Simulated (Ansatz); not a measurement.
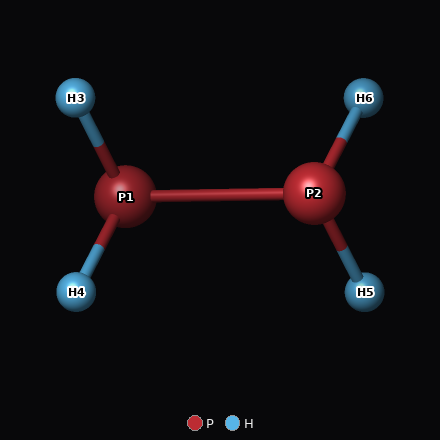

The system is P2H4; the picture shows the reference structure. Coordinates scanned: (1) bond length P1–H3; (2) angle H4–P1–H3. Nothing is relaxed (all other coordinates rigid). The scan uses a 15 × 15 grid. Points are written as (first, second). Energies: eV, counted from the lowest grid point. Theory: RKS PBE0-D4/def2-TZVP (Ansatz 0.2.0).

Its coordinates:

```yaml
atoms:
  - { symbol: P, position_ang: [-0.2951, -0.1822, -1.0582] }
  - { symbol: P, position_ang: [0.2958, 0.1813, 1.0581] }
  - { symbol: H, position_ang: [-1.6739, 0.0602, -0.8085] }
  - { symbol: H, position_ang: [-0.4564, -1.5820, -0.8668] }
  - { symbol: H, position_ang: [1.6749, -0.0587, 0.8083] }
  - { symbol: H, position_ang: [0.4547, 1.5814, 0.8670] }
```

Range: bond length P1–H3 from 1.223 to 1.991 Å; angle H4–P1–H3 from 67.0 to 117.0°.

### What landscape does the calculation give?

The lowest grid point is at (1.442 Å, 92.0°). It is the only kind of minimum in the scanned range. The highest grid point, (1.991 Å, 117.0°), lies 1.85 eV above the lowest. Round the minimum the two coordinates are nearly uncoupled.

```
angle H4–P1–H3 ↓, bond length P1–H3 →  1.223  1.278  1.333  1.387  1.442  1.497  1.552  1.607  1.662  1.717  1.771  1.826  1.881  1.936  1.991
                                117.0   0.94   0.65   0.47   0.40   0.39   0.44   0.53   0.66   0.80   0.96   1.13   1.31   1.49   1.67   1.85
                                113.4   0.84   0.55   0.37   0.29   0.29   0.34   0.43   0.56   0.70   0.87   1.04   1.22   1.40   1.59   1.77
                                109.8   0.76   0.46   0.29   0.21   0.20   0.25   0.35   0.47   0.62   0.78   0.96   1.14   1.32   1.51   1.69
                                106.2   0.69   0.39   0.21   0.14   0.13   0.18   0.27   0.40   0.55   0.71   0.89   1.07   1.26   1.44   1.63
                                102.7   0.63   0.33   0.16   0.08   0.07   0.13   0.22   0.34   0.49   0.66   0.83   1.02   1.21   1.39   1.58
                                 99.1   0.59   0.30   0.12   0.04   0.03   0.08   0.18   0.30   0.45   0.62   0.79   0.98   1.17   1.35   1.54
                                 95.5   0.57   0.27   0.10   0.02   0.01   0.06   0.15   0.27   0.42   0.59   0.76   0.95   1.14   1.33   1.52
                                 92.0   0.57   0.27   0.09   0.01   0.00   0.05   0.14   0.26   0.41   0.58   0.75   0.94   1.12   1.31   1.50
                                 88.4   0.58   0.28   0.10   0.02   0.01   0.05   0.14   0.27   0.41   0.58   0.75   0.94   1.12   1.31   1.50
                                 84.8   0.62   0.31   0.13   0.05   0.03   0.08   0.17   0.29   0.43   0.59   0.77   0.95   1.13   1.32   1.51
                                 81.2   0.67   0.36   0.18   0.09   0.08   0.12   0.20   0.32   0.47   0.63   0.80   0.98   1.16   1.35   1.53
                                 77.7   0.74   0.43   0.24   0.15   0.14   0.17   0.26   0.37   0.51   0.67   0.84   1.02   1.20   1.38   1.57
                                 74.1   0.83   0.52   0.33   0.23   0.21   0.25   0.33   0.44   0.58   0.74   0.90   1.08   1.25   1.43   1.62
                                 70.5   0.94   0.62   0.43   0.34   0.31   0.34   0.42   0.53   0.66   0.81   0.98   1.15   1.32   1.50   1.68
                                 67.0   1.06   0.74   0.55   0.45   0.42   0.45   0.52   0.63   0.76   0.91   1.06   1.23   1.40   1.57   1.75
```

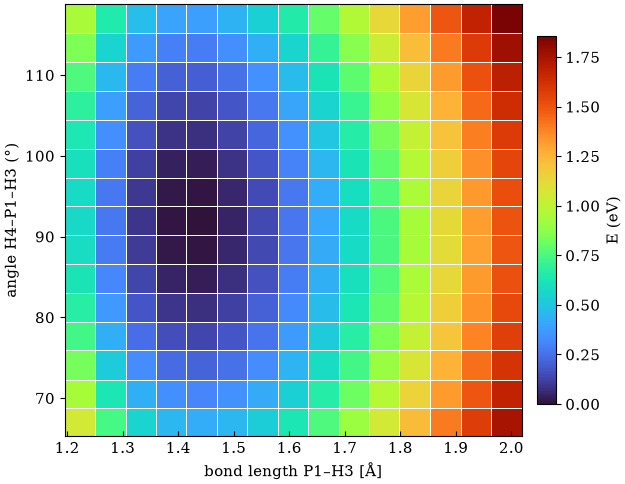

In the figure: one coloured cell a grid point.

Each point was launched as `ansatz run input.yaml --threads 1 --pin off --max-ram 2560MiB --backend cpu --events-out ev --progress --plain --runs-dir out`. The whole map (225 points run) took 6.8 min on 1 thread of AMD EPYC 7R43 64-Core Processor (Zen 3), on a shared host.
